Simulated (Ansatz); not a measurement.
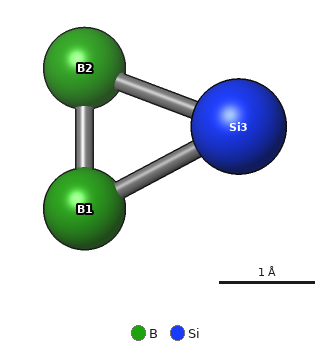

**Figure 1.** The input geometry of the first run (ball-and-stick view, seen at a tilt; atoms are numbered from 1 in the order of the input).

# Two runs on B2Si

System: B2Si.
Method of the first run: RHF-CCSD(T), frozen core/def2-TZVPP (Ansatz 0.2.0).

The geometry comes from this level: r2SCAN-D4/def2-TZVP. Text and figures count atoms from 1; the logs count them from 0 in places.

**Input file, the first run**
```yaml
crystal:
  periodic: [false, false, false]
  atoms:
    - {symbol: B, position_ang: [0.028393, 0.855917, 0.415395]}
    - {symbol: B, position_ang: [-0.645680, 0.085164, -0.694117]}
    - {symbol: Si, position_ang: [0.617287, -0.941081, 0.278721]}
basis:
  gaussian: {orbitals: def2-TZVPP, initial_orbitals: start.molden}
correlation: {method: ccsd_t}
scf: {omitted_lower_state_checks: [starts]}
output: {orbitals: {seedname: orbitals}}
```

Command:
```bash
ansatz run in.yaml --threads 2 --pin off --events-out ev --progress --plain --max-ram 4352MiB
```

Hardware: 2 threads of Arm Neoverse V2, 23 GiB of memory available, shared host.

**Output (the first run)**
```
Functional definition: HF
  exchange = exact_x
  correlation = 0
these checks for a lower state are left out or cut short: starts
639 factors; integrals over basis functions are off by at most 7.7e-4 eV
mean field evaluation 1: about -9198.9430 eV, gradient 2.0e1 eV
mean field evaluation 2: about -9199.3473 eV, gradient 6.4e-1 eV
mean field evaluation 4: about -9199.3745 eV, gradient 9.6e-2 eV
mean field evaluation 8: about -9199.3746 eV, gradient 2.1e-6 eV
mean field evaluation 16: about -9196.6050 eV, gradient 3.0e0 eV
mean field -9199.37458039 eV, -338.0707802693 hartree, gradient 3.4e-6 eV, S^2 0.000000; 1 other end points of the search recorded, 0 dependent functions left out; unrestricted orbitals would lower it
mean field evaluation 32: about -9199.4273 eV, gradient 4.8e0 eV
determinant -9199.37458039 eV, -338.0707802693 hartree, with singles and doubles -9208.22265250 eV, -338.3959409218 hartree
determinant -9196.06580686 eV, -337.9491850848 hartree, with singles and doubles -9203.96332587 eV, -338.2394135553 hartree
7 core orbitals not correlated: weight in the atoms' cores, before any rotation towards them, 1.000 or more for the frozen orbitals, at most 0.000 for the correlated occupied ones
reference -9199.37458039 eV, -338.0707802693 hartree; 5, 5 occupied and 92, 92 virtual orbitals, 639 factors
second order -8.42227068 eV of doubles, -0.00000000 eV of singles
cycle   1  -8.66377601 eV  change   -3.0e-1 eV  update   2.8e-2
cycle   2  -8.70747206 eV  change   -4.4e-2 eV  update   1.1e-2
cycle   3  -8.69436984 eV  change    1.3e-2 eV  update   7.0e-3
cycle   4  -8.70041374 eV  change   -6.0e-3 eV  update   5.6e-3
cycle   5  -8.70569245 eV  change   -5.3e-3 eV  update   3.6e-3
cycle   6  -8.70844548 eV  change   -2.8e-3 eV  update   1.5e-3
cycle   7  -8.71096031 eV  change   -2.5e-3 eV  update   6.5e-4
cycle   8  -8.71178215 eV  change   -8.2e-4 eV  update   2.4e-4
cycle   9  -8.71185272 eV  change   -7.1e-5 eV  update   9.0e-5
cycle  10  -8.71186706 eV  change   -1.4e-5 eV  update   3.3e-5
cycle  11  -8.71187225 eV  change   -5.2e-6 eV  update   1.2e-5
perturbative correction -0.88331948 eV, -0.0324613921 hartree
Total energy: -9208.96977212 eV, -338.4233970615 hartree
Checks for a lower state left out: starts
```

For the second run the input was changed thus:
```diff
+total_charge: 1
+magnetization: {spin_polarized: true, initial_magnetization: 1}
-scf: {omitted_lower_state_checks: [starts]}
+scf: {omitted_lower_state_checks: [starts, cluster_reference]}
```

Predict how the results change.

The total energies belong to different systems, so their difference says nothing on which is more stable or more accurate. The HOMO goes from −8.88 to −16.53 eV. The LUMO goes from −0.86 to −7.63 eV.

**Output (the second run)**
```
Functional definition: HF
  exchange = exact_x
  correlation = 0
these checks for a lower state are left out or cut short: starts, cluster_reference
639 factors; integrals over basis functions are off by at most 7.7e-4 eV
mean field evaluation 1: about -9191.0522 eV, gradient 1.4e1 eV
mean field evaluation 2: about -9191.5278 eV, gradient 6.7e-1 eV
mean field evaluation 4: about -9191.5579 eV, gradient 2.3e-1 eV
mean field evaluation 8: about -9191.5586 eV, gradient 1.5e-4 eV
mean field evaluation 16: about -9191.7481 eV, gradient 2.3e-1 eV
mean field evaluation 32: about -9191.8781 eV, gradient 6.9e-5 eV
mean field -9191.87811282 eV, -337.7952901676 hartree, gradient 9.7e-7 eV, S^2 2.158150; 0 other end points of the search recorded, 0 dependent functions left out
7 core orbitals not correlated: weight in the atoms' cores, before any rotation towards them, 1.000 or more for the frozen orbitals, at most 0.000 for the correlated occupied ones
reference -9191.87811282 eV, -337.7952901676 hartree; 5, 4 occupied and 92, 93 virtual orbitals, 639 factors
second order -4.84830595 eV of doubles, -0.00000000 eV of singles
cycle   1  -5.40877681 eV  change   -5.6e-1 eV  update   1.1e-1
cycle   2  -5.87990799 eV  change   -4.7e-1 eV  update   6.7e-2
cycle   3  -6.06703397 eV  change   -1.9e-1 eV  update   5.0e-2
cycle   4  -6.25112986 eV  change   -1.8e-1 eV  update   3.6e-2
cycle   5  -6.38008419 eV  change   -1.3e-1 eV  update   2.0e-2
cycle   6  -6.41938669 eV  change   -3.9e-2 eV  update   8.5e-3
cycle   7  -6.43190150 eV  change   -1.3e-2 eV  update   4.6e-3
cycle   8  -6.43906593 eV  change   -7.2e-3 eV  update   2.6e-3
cycle   9  -6.43867171 eV  change    3.9e-4 eV  update   1.4e-3
cycle  10  -6.43928090 eV  change   -6.1e-4 eV  update   8.0e-4
cycle  11  -6.43949796 eV  change   -2.2e-4 eV  update   4.8e-4
cycle  12  -6.43902534 eV  change    4.7e-4 eV  update   3.3e-4
cycle  13  -6.43889772 eV  change    1.3e-4 eV  update   2.5e-4
cycle  14  -6.43879829 eV  change    9.9e-5 eV  update   2.0e-4
cycle  15  -6.43908858 eV  change   -2.9e-4 eV  update   1.3e-4
cycle  16  -6.43917213 eV  change   -8.4e-5 eV  update   8.3e-5
cycle  17  -6.43913278 eV  change    3.9e-5 eV  update   5.0e-5
cycle  18  -6.43903381 eV  change    9.9e-5 eV  update   3.4e-5
cycle  19  -6.43900226 eV  change    3.2e-5 eV  update   1.9e-5
cycle  20  -6.43901186 eV  change   -9.6e-6 eV  update   1.3e-5
cycle  21  -6.43903167 eV  change   -2.0e-5 eV  update   8.4e-6
cycle  22  -6.43904637 eV  change   -1.5e-5 eV  update   4.4e-6
cycle  23  -6.43905211 eV  change   -5.7e-6 eV  update   2.6e-6
perturbative correction -0.56643701 eV, -0.0208161763 hartree
WARN: the results are in doubt because among natural orbitals full CI differs from the method by -0.134 eV
Total energy: -9198.88360195 eV, -338.0527371445 hartree
In doubt: among natural orbitals full CI differs from the method by -0.134 eV
Checks for a lower state left out: starts, cluster_reference
```

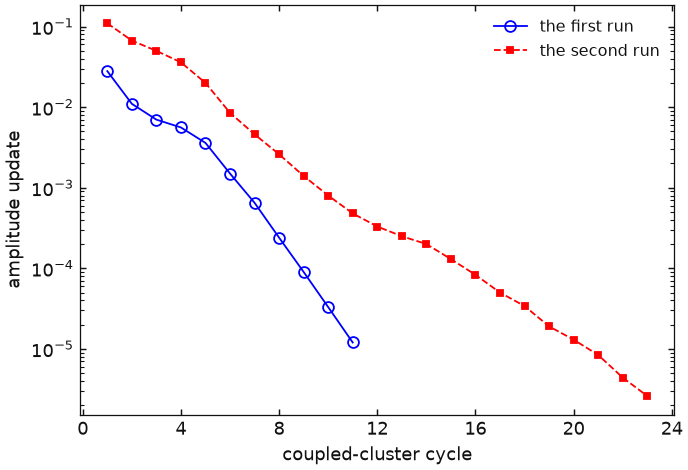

**Figure 2.** Convergence of the two runs: amplitude update against the coupled-cluster cycle. The first run takes 11 cycles in all, and the second run takes 23.

**The two runs side by side**

| quantity | the first run | the second run |
| --- | --- | --- |
| outcome | converged | converged |
| total energy (hartree) | −338.423397 | −338.052737 |
| HOMO (eV) | −8.88 | −16.53 |
| LUMO (eV) | −0.86 | −7.63 |
| basis functions | 104 | 104 |
| ⟨S²⟩ | – | 2.158 |
| wall time (shared host) | 1.6 s | 3.8 s |

For the second run: ⟨S²⟩ is 2.16 against 0.75 for a pure state: the solution is spin-contaminated.
